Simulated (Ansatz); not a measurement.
# One shape, several levels: SiNH4O2 (SMILES N[Si](O)O)

Aim: a comparison of 6 runs (UHF/STO-3G, UHF/cc-pVDZ, U-r2SCAN0/cc-pVDZ, UCAM-B3LYP/cc-pVDZ, USVWN5/cc-pVDZ, RPA@PBE0/cc-pVDZ) of SiNH4O2. 

Program for the calculation: Ansatz 0.2.0.

68 further runs of the same task are left out: 68 set aside as unsound or not needed.

### Step 1. The molecule

SiNH4O2 has 8 atoms, charge 0, and is taken as a doublet. SMILES: `N[Si](O)O`. One bond was lengthened or shortened from a relaxed shape.

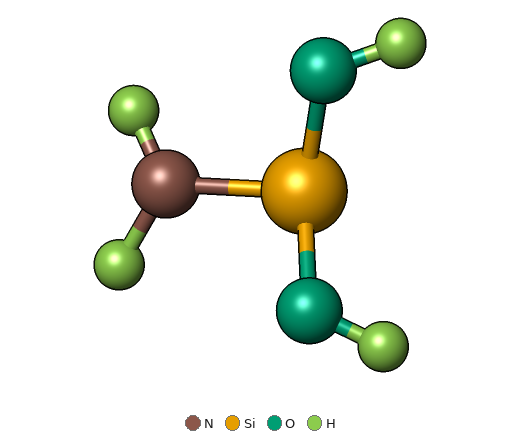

The structure, seen from a chosen angle (nitrogen brown, silicon amber, oxygen teal, hydrogen green).

### Step 2. The energy at UHF/STO-3G (run 1)

input.yaml reads:

```yaml
crystal:
  periodic: [false, false, false]
  atoms:
    - {symbol: N, position_ang: [-0.350194, 1.236947, 0.132119]}
    - {symbol: Si, position_ang: [0.243806, -0.273653, -0.373181]}
    - {symbol: O, position_ang: [1.789406, -0.318353, 0.205419]}
    - {symbol: O, position_ang: [-0.808694, -1.364753, 0.280719]}
    - {symbol: H, position_ang: [0.219006, 2.063947, 0.067919]}
    - {symbol: H, position_ang: [-1.483600, 1.467400, 0.110500]}
    - {symbol: H, position_ang: [2.398706, -0.878053, -0.278081]}
    - {symbol: H, position_ang: [-0.881594, -2.201053, -0.181381]}
basis:
  gaussian: {orbitals: STO-3G}
magnetization: {spin_polarized: true, initial_magnetization: 1}
hamiltonian: {xc: hf}
accuracy: high
output: {orbitals: {seedname: orbitals}}
```

Run with:

```console
ansatz run input.yaml --threads 1 --pin off --max-ram 3480MiB --events-out events.jsonl --progress --plain --runs-dir runs
```

The log of the run:

```text
Warning: RAYON_NUM_THREADS=1 ignored (pool sized by the plan → 1); use --threads N
Functional definition: HF
  name "HF"
  exchange = exact_x
  correlation = 0
566 factors; integrals over basis functions are off by at most 4.0e-8 eV
mean field evaluation 1: about -13312.0873 eV, gradient 2.0e1 eV
mean field evaluation 2: about -13312.2012 eV, gradient 2.0e1 eV
mean field evaluation 4: about -13315.1141 eV, gradient 1.3e0 eV
mean field evaluation 8: about -13315.1483 eV, gradient 3.1e-4 eV
mean field -13315.14630900 eV, -489.3226015255 hartree, gradient 1.3e-8 eV, S^2 0.758354; 0 other end points of the search recorded, 0 dependent functions left out
reference -13315.14630900 eV, -489.3226015255 hartree; 21, 20 occupied and 7, 8 virtual orbitals, 566 factors
Total energy: -13315.14630900 eV, -489.3226015255 hartree
```

It took 0.3 s on 1 thread of Arm Neoverse V1, shared host.

### Step 3. A single-point energy at UHF/cc-pVDZ (run 2)

job.yaml reads:

```yaml
crystal:
  periodic: [false, false, false]
  atoms:
    - symbol: N
      position_ang: [-0.350194, 1.236947, 0.132119]
    - symbol: Si
      position_ang: [0.243806, -0.273653, -0.373181]
    - symbol: O
      position_ang: [1.789406, -0.318353, 0.205419]
    - symbol: O
      position_ang: [-0.808694, -1.364753, 0.280719]
    - symbol: H
      position_ang: [0.219006, 2.063947, 0.067919]
    - symbol: H
      position_ang: [-1.483600, 1.467400, 0.110500]
    - symbol: H
      position_ang: [2.398706, -0.878053, -0.278081]
    - symbol: H
      position_ang: [-0.881594, -2.201053, -0.181381]
basis:
  gaussian:
    orbitals: cc-pVDZ
magnetization:
  spin_polarized: true
  initial_magnetization: 1
total_charge: 0
hamiltonian:
  xc: hf
accuracy: high
output: {orbitals: {seedname: orbitals}}
```

Run with:

```console
ansatz run job.yaml --threads 1 --pin off --max-ram 3480MiB --events-out events.jsonl --progress --plain --runs-dir runs
```

The log of the run:

```text
Warning: RAYON_NUM_THREADS=1 ignored (pool sized by the plan → 1); use --threads N
Functional definition: HF
  name "HF"
  exchange = exact_x
  correlation = 0
1818 factors; integrals over basis functions are off by at most 3.9e-9 eV
mean field evaluation 1: about -13478.0742 eV, gradient 3.5e1 eV
mean field evaluation 2: about -13478.1429 eV, gradient 3.5e1 eV
mean field evaluation 4: about -13483.1288 eV, gradient 2.6e0 eV
mean field evaluation 8: about -13483.2307 eV, gradient 2.0e-1 eV
mean field evaluation 16: about -13483.2316 eV, gradient 2.9e-8 eV
mean field -13483.23156765 eV, -495.4996208485 hartree, gradient 2.9e-8 eV, S^2 0.754956; 0 other end points of the search recorded, 0 dependent functions left out
reference -13483.23156765 eV, -495.4996208485 hartree; 21, 20 occupied and 59, 60 virtual orbitals, 1818 factors
Total energy: -13483.23156765 eV, -495.4996208485 hartree
```

It took 2.9 s on 1 thread of Arm Neoverse V1, shared host; peak memory 0.26 GiB.

Runs 3 to 5 aren't shown in full; the table further down has their settings and results.

### Step 4. The energy at RPA@PBE0/cc-pVDZ (run 6)

in.yaml reads:

```yaml
crystal:
  periodic: [false, false, false]
  atoms:
    - symbol: "N"
      position_ang: [-0.350194, 1.236947, 0.132119]
    - symbol: Si
      position_ang: [0.243806, -0.273653, -0.373181]
    - symbol: O
      position_ang: [1.789406, -0.318353, 0.205419]
    - symbol: O
      position_ang: [-0.808694, -1.364753, 0.280719]
    - symbol: H
      position_ang: [0.219006, 2.063947, 0.067919]
    - symbol: H
      position_ang: [-1.483600, 1.467400, 0.110500]
    - symbol: H
      position_ang: [2.398706, -0.878053, -0.278081]
    - symbol: H
      position_ang: [-0.881594, -2.201053, -0.181381]
basis:
  gaussian:
    orbitals: cc-pVDZ
correlation:
  method: rpa
  frozen_orbitals: {H: 0, "N": 1, O: 1, Si: 5}
hamiltonian:
  xc: pbe0
accuracy: high
magnetization:
  spin_polarized: true
  initial_magnetization: 1
```

Run with:

```console
ansatz run in.yaml --threads 1 --pin off --max-ram 3480MiB --events-out events.jsonl --progress --plain --runs-dir runs
```

The log of the run (excerpt; [...] marks lines left out):

```text
Warning: RAYON_NUM_THREADS=1 ignored (pool sized by the plan → 1); use --threads N
Functional definition: PBE0
  name "PBE0"
[...]
1818 factors; integrals over basis functions are off by at most 3.9e-9 eV
[...]
mean field -13518.70894914 eV, -496.8033905710 hartree, gradient 1.7e-8 eV, S^2 0.752133; 0 other end points of the search recorded, 0 dependent functions left out
8 core orbitals not correlated: weight in the atoms' cores, before any rotation towards them, 1.000 or more for the frozen orbitals, at most 0.000 for the correlated occupied ones
reference -13482.64851070 eV, -495.4781939007 hartree; 13, 12 occupied and 59, 60 virtual orbitals, 1818 factors
Total energy: -13506.58442060 eV, -496.3578223654 hartree
```

It took 16 s on 1 thread of Arm Neoverse V1, shared host; peak memory 0.35 GiB.

### Step 5. All runs side by side

| run | level | frozen core orbitals | energy (Eh) | HOMO energy (eV) | LUMO energy (eV) | ⟨S²⟩ | wall time |
| --- | --- | --- | --- | --- | --- | --- | --- |
| 1 | UHF/STO-3G | – | -489.322602 | -4.96 | 6.71 | 0.758 | 0.3 s |
| 2 | UHF/cc-pVDZ | – | -495.499621 | -8.37 | 2.56 | 0.755 | 2.9 s |
| 3 | U-r2SCAN0/cc-pVDZ | – | -496.989927 | -5.23 | -0.89 | 0.753 | 24 s |
| 4 | UCAM-B3LYP/cc-pVDZ | – | -497.077209 | -6.21 | -0.30 | 0.752 | 13 s |
| 5 | USVWN5/cc-pVDZ | – | -494.456393 | -3.58 | -2.47 | 0.751 | 4.8 s |
| 6 | RPA@PBE0/cc-pVDZ | 8 | -496.357822 | – | – | 0.752 | 16 s |

### Step 6. Summary of results

| quantity | value |
| --- | --- |
| run 6: total energy | -496.35782 Eh |
| run 6: RPA correlation energy (valence) | -879.6 mEh |
| run 6: ⟨S²⟩ of the reference determinant | 0.752 |

Totals of different functionals can't be ranked against each other. In run 1 the basis is minimal, so the values are rough. All runs together took 61 s, the longest 24 s.
